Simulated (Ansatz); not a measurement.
# What AgF (model cell, started as layered BN type) distorts into, part 3 of 3

Wanted: the energy along a soft mode of AgF (model cell, started as layered BN type) and the structure at the end.

Ansatz 0.2.0; DFT PBEsol, scalar-relativistic, plane waves, PAW.

So far. Step 4 (The mode frozen in, largest atomic shift 0.22 Å): The run ends at a pressure of -0.55 GPa, with forces up to 0.10 eV/Å. Step 5 (Energy along the mode, all amplitudes (two of the runs …): The lowest of the steps tried is at 0.22 Å, 1.67 meV/atom below the parent; the bottom of the well need not coincide with a step.

The structure was built from a prototype and need not be the compound's stable phase.

## Step 7: The new phase in its own primitive cell

The relaxed structure is symmetrised, reduced to its primitive cell and relaxed tightly, as its phonons need.

System of this step: AgF (model cell, started as layered BN type). It takes space group Cmcm (No. 63, orthorhombic). Conventional cell: a = 4.675 Å, b = 4.995 Å, c = 4.813 Å, α = 90.00°, β = 90.00°, γ = 90.00°. Ag has 6 F at 2.34 to 2.53 Å nearest. Nearest to F lie 6 Ag at 2.34 to 2.53 Å. Farther neighbours and most contacts between anions are not listed.

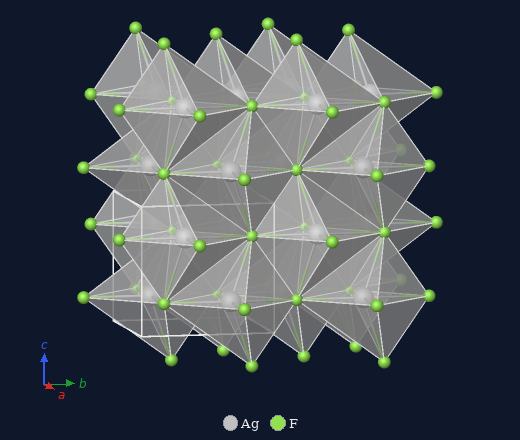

The cell of this step (silver light grey, fluorine green). 1×2×2 conventional cells are drawn. Some periodic images of atoms are drawn too.

The input, input.yaml:

```yaml
crystal:
  lattice:
    - [2.3373622308, -2.4974586399, 0.0]
    - [2.3373622308, 2.4974586399, 0.0]
    - [0.0, 0.0, 4.8134118193]
  atoms:
    - { symbol: Ag, position: [0.6721330573, 0.3278669427, 0.75] }
    - { symbol: Ag, position: [0.3278669427, 0.6721330573, 0.25] }
    - { symbol: F, position: [0.1687439822, 0.8312560178, 0.75] }
    - { symbol: F, position: [0.8312560178, 0.1687439822, 0.25] }
kpoints:
  mp_grid: { grid: [12, 12, 8] }
hamiltonian:
  xc: pbesol
scf:
  occupations: { method: methfessel_paxton, width: 0.15 }
output:
  forces: true
  stress: true
  eigenvalues: true
relax:
  adjacent_minimum: "off"
  f_tol: 0.001
  max_steps: 60
  cell: { stress_tol: 0.01 }
```

On the command line:

```sh
$ ansatz run input.yaml --threads 4 --pin off --max-ram 7168MiB --backend cpu --events-out ev --progress --plain --runs-dir out
```

Numbers of over 12 decimals in the logs are rounded to 6 here.

The log of the run:

```text
[...]
Crystal: 4 atoms, lattice volume = 56.196 Å³
Basis set: ecut = 420 eV, 1107 PW (Γ), exchange–correlation on 48×48×72 points (8 copies of the dense FFT grid, shifted against one another)
Bands: 32, of which v1, the nominal top of the filled ones, is band 26 counted from 1 (25 counted from 0)
Symmetry: 8 space group operations
[...]
k-points: 215 of 1152
[...]
--- Relaxed structure (10 steps of the walk, 10 accepted, 2 SCFs on fresh bases) ---
[...]
cell:  # Å, volume = 56.2718 Å³
    - [2.349047, -2.483667, 0.0]
    - [2.349047, 2.483667, 0.0]
    - [0.0, 0.0, 4.822539]
  atoms:
    - { symbol: Ag, position: [0.673084, 0.326916, 0.750000] }
    - { symbol: Ag, position: [0.326916, 0.673084, 0.25] }
    - { symbol: F, position: [0.170033, 0.829967, 0.750000] }
    - { symbol: F, position: [0.829967, 0.170033, 0.25] }
[key lines of the parts left out:]
SCF converged after 5 iterations
Free energy (F): -16643.160170 eV
Fermi energy:    10.096106 eV
P = ⅓ Tr σ = 0.0031 GPa (0.031 kbar)
```

Run time: 45 s. Hardware: 4 threads of Arm Neoverse V2, shared host; peak memory 0.57 GiB.

Relaxation path:

```csv
step,energy less that of the first step (eV),largest force component (eV/Å),pressure (GPa),volume (Å³)
1,0.0000,0.0028,0.09,56.20
2,0.0001,0.0030,0.00,56.26
3,0.0002,0.0010,-0.05,56.30
4,0.0002,0.0021,-0.05,56.30
5,0.0001,0.0004,-0.02,56.28
6,0.0000,0.0010,-0.01,56.27
7,0.0000,0.0001,0.00,56.26
8*,-0.0002,0.0001,0.01,56.26
9,-0.0002,0.0020,0.01,56.27
10,-0.0001,0.0006,-0.03,56.29
11,-0.0002,0.0002,0.00,56.27
12*,-0.0002,0.0002,0.00,56.27
```

Relaxation steps marked * repeat the geometry before them on a plane-wave basis chosen anew for their cell, so energy and pressure can jump there.

The run keeps the 8 symmetry operations that it works with, so distortions that break them were not tested.

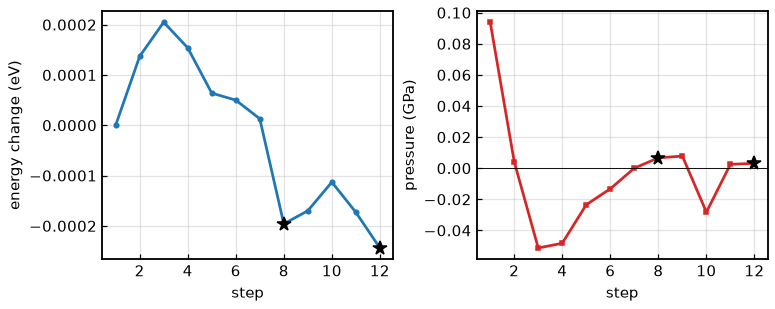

Energy and pressure along the relaxation. Stars mark steps on a basis chosen anew.

```csv
"conventional cell, symmetrised",before,after,change
a (Å),4.675,4.698,+0.5 %
b (Å),4.995,4.967,-0.6 %
c (Å),4.813,4.823,+0.2 %
volume (Å³/atom),14.05,14.07,+0.1 %
```

The relaxed structure:

```cif
data_structure
_symmetry_space_group_name_H-M 'P 1'
_symmetry_Int_Tables_number 1
_cell_length_a 3.4186
_cell_length_b 3.4186
_cell_length_c 4.8225
_cell_angle_alpha 90.000
_cell_angle_beta 90.000
_cell_angle_gamma 93.191
_cell_volume 56.27
loop_
_atom_site_label
_atom_site_type_symbol
_atom_site_fract_x
_atom_site_fract_y
_atom_site_fract_z
_atom_site_occupancy
Ag1 Ag 0.67308 0.32692 0.75000 1
Ag2 Ag 0.32692 0.67308 0.25000 1
F3 F 0.17003 0.82997 0.75000 1
F4 F 0.82997 0.17003 0.25000 1
```

Numbers from this step:

| Quantity | Value |
| --- | --- |
| pressure | 0.003141 GPa |
| volume per atom | 14.07 Å³ |

The largest force component left is 0.17 meV/Å and the pressure is 0.003 GPa, within the tolerances set. The cell now holds 14.07 Å³/atom.

## Step 8: Modes of the new phase

A relaxed structure may still be a saddle point, so its zone-centre modes are computed. No field response is asked, since the mesh shows no gap.

input.yaml, the sections that differ from step 7:

```yaml
crystal:
  lattice:
    - [2.3490466672, -2.483667154, 0.0]
    - [2.3490466672, 2.483667154, 0.0]
    - [0.0, 0.0, 4.8225385915]
  atoms:
    - { symbol: Ag, position: [0.6730840184, 0.3269159816, 0.75] }
    - { symbol: Ag, position: [0.3269159816, 0.6730840184, 0.25] }
    - { symbol: F, position: [0.1700326416, 0.8299673584, 0.75] }
    - { symbol: F, position: [0.8299673584, 0.1700326416, 0.25] }
output:
  eigenvalues: true
phonons:
  method: dfpt
# kpoints, hamiltonian, scf: as in step 7
# relax: removed
```

The log of the run:

```text
zone centre: on kpoints.mp_grid the ground state, and the responses unless they are solved on pairs of k-points, stand on 215 of the mesh's 1152 k-points, reduced under 4 symmetry operations, with k and −k counted as one. Each operation leaves every solved displacement unchanged or reverses it
[...]
Crystal: 4 atoms, lattice volume = 56.272 Å³
Basis set: ecut = 420 eV, 1099 PW (Γ), exchange–correlation on 48×48×72 points (8 copies of the dense FFT grid, shifted against one another)
Bands: 32, of which v1, the nominal top of the filled ones, is band 26 counted from 1 (25 counted from 0)
Symmetry: 8 space group operations
k-points: 215 of 1152 (irreducible under 4 space group operations, time reversal used)
[...]
SCF iter   1: F=—  HF=-16643.192938 eV  |F-HF|=—  |Δ(HF+E_count)|=         —  Δρ=1.76e-2  dr2=1.22e-1  ethr=1.77e-3  ⟨swp⟩=5.1  Hψ=23713  notcnv=0  defer=23
[...]
SCF iter  10: F=-16643.160170 eV  HF=-16643.160170 eV  |F-HF|=0.00e0  |Δ(HF+E_count)|=  3.27e-11  S|Δr|=    0.00e0  Δρ=1.31e-7  dr2=9.36e-12  ethr=1.00e-12  ⟨swp⟩=7.9  Hψ=33232  notcnv=0
SCF 1 converged in 10 iterations: F = -16643.160170 eV  dr2 = 9.36e-12
[...]
DFPT response loops at Γ: preconditioner auto → Kerker (q_TF=auto, 2.693 Å⁻¹) (partly filled bands, converged f_vac=0.010); β = 1.00, the filter's whole step (`scf.mixing.beta` (0.50) is not read by the response loops under this deck's `scf.mixing.preconditioner`; to damp them name `kerker` or `kerker_dos`, under which they read `scf.mixing.beta`, and type it under 1.00, their step now; both keys bind the ground state too); Broyden in place of MSR1
SCF converged after 10 iterations
[...]
Free energy (F): -16643.160170 eV
[...]
Internal energy: -16643.161612 eV  (E = F + TS)
E sigma→0 (E₀):  -16643.160530 eV
Entropy (-TS):   0.001442 eV (0.360 meV/atom)
Fermi energy:    10.096106 eV
[...]
--- Band table (eV; the first three rows and the last of 215) ---
  k-point 0: bands = [... 22 lower, 8.5062, 8.5932, 8.6824, 9.1934, 9.2525, 16.0834, 16.8586, 22.9224, ... 2 higher]
  k-point 1: bands = [... 22 lower, 8.5337, 8.6091, 8.7031, 9.1069, 9.4406, 15.2739, 17.7598, 22.9760, ... 2 higher]
  k-point 2: bands = [... 22 lower, 8.5859, 8.6351, 8.7395, 8.9032, 10.0524, 14.1994, 19.1138, 23.1370, ... 2 higher]
  k-point 214: bands = [... 22 lower, 8.7945, 8.7945, 9.1505, 9.1505, 15.8849, 15.8849, 18.2481, 18.2481, ... 2 higher]
--- Phonons (Γ-DFPT): 6 representative perturbations + reference, on 215 of 1152 k-points (Σ response iterations 21) ---
  k mesh reduced under 4 symmetry operations, with k and −k counted as one. Each operation leaves every solved displacement unchanged or reverses it
  ASR residual: 3.103e-5 → 0.000e0 eV/Å²; symmetrization residual: 7.684e-6 eV/Å²
  ASR residual per site (eV/Å²): 3.10e-5 3.10e-5 1.84e-5 1.84e-5
[...]
non-analytic LO–TO correction: not included (Born effective charges unavailable; polar crystals: no LO–TO splitting at Γ)
```

Run time: 62 s. Hardware: 4 threads; peak memory 1.2 GiB.

Numbers from this step:

| Item | Value |
| --- | --- |
| sum-rule residual before enforcement | 3.10e-5 eV/Å² |
| point group | mmm |
| highest optical mode at the zone centre (no LO-TO term) | 258.5 cm⁻¹ |
| lowest optical zone-centre mode | -28.13 cm⁻¹ |

Patterns of degenerate modes are one choice out of their space. The modes at Γ (shares of kinetic energy by element, %) (negative means imaginary):

```csv
mode,frequency (cm⁻¹),symmetry,Ag %,F %
1,-28.1,B1g,83,17
2,0.0,acoustic,85,15
3,0.0,acoustic,85,15
4,0.0,acoustic,85,15
5,64.3,Ag,91,9
6,66.0,B3g,89,11
7,120.8,B1u,15,85
8,181.0,B2u,15,85
9,202.8,Ag,9,91
10,213.8,B3g,11,89
11,252.1,B3u,15,85
12,258.5,B1g,17,83
```

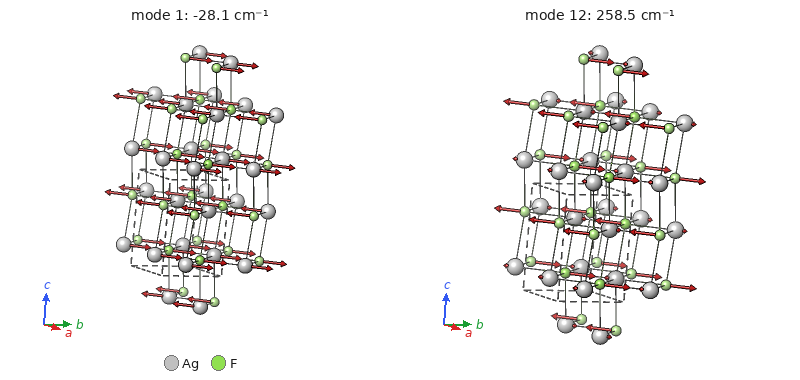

Displacement patterns of modes 1 and 12 at Γ; arrows are exaggerated. 2×1×2 cells are drawn. Some periodic images of atoms are drawn too.

Before it was imposed, the acoustic sum rule was missed by 3.1e-5 eV/Å². Small misses are needed for a sound result but don't prove that mesh and cutoff are converged. The lowest optical mode is imaginary, 28.1i cm⁻¹, so the energy falls along it.

## Step 9: Summary of results

```yaml
unstable_mode_of_the_parent: q = (0, -0.5, 0), 26i cm⁻¹
depth_at_the_lowest_point_sampled: 1.67 meV/atom
largest_atomic_shift_at_that_point: 0.22 Å
space_group_reached_within_0p01_a: Cmcm
energy_gained_over_the_parent_first_relaxation_on_the_mesh_of_the_frozen_mode: 78.3 meV/atom
volume_per_atom_phase_reached: 14.1 Å³
lowest_optical_zone_centre_mode_phase_reached: -28.1 cm⁻¹
highest_optical_mode_at_the_zone_centre_no_lo_to_term_phase_reached: 259 cm⁻¹
```

In words: From this start the structure relaxes into Cmcm, 78.3 meV/atom below the parent. At the parent's cell the well is 1.669 meV/atom deep on the steps tried, with its lowest point at a shift of 0.22 Å. Relaxing atoms and cell changes the gain by +76.65 meV/atom against the lowest step (energies at zero smearing). Most of the total comes from this relaxation. The frozen pattern makes up only 0 % of the final shifts of the atoms, so other modes or strain give most of the change. The cell went back to the size of the parent's, so the frozen mode vanished in the relaxation, and the gain comes from strain and zone-centre shifts. The new phase still has an imaginary mode at the zone centre of its cell, so it is a saddle point on the way to a lower structure. Of the 2 patterns followed to their end from this parent, this one ends 20.1 meV/atom above the lowest, Pnma. Each path keeps the symmetry of its pattern, so a lower phase may lie along a pattern not tried. The q mesh stands for a supercell only 8.2 Å across, so branches between the solved wavevectors are rough. With no gap, or one that is small against the smearing, the frequencies hang on the k mesh and the smearing, most of all near Kohn anomalies. A semilocal functional can close a gap that the real compound would have, so the metallic treatment may be an artefact of the level. The starting cell was built on a prototype and not taken from a measurement, so the phase need not exist.

[Logs are printed without paths, hosts, clocks, repeated set-up lines and the standing remarks that a program may print on its own settings, such as how far it seeks lower states.]

[Hosts, paths, dates, database ids (printed as entryN), source tags and the programs' standing remarks are cut or masked in the printed files.]
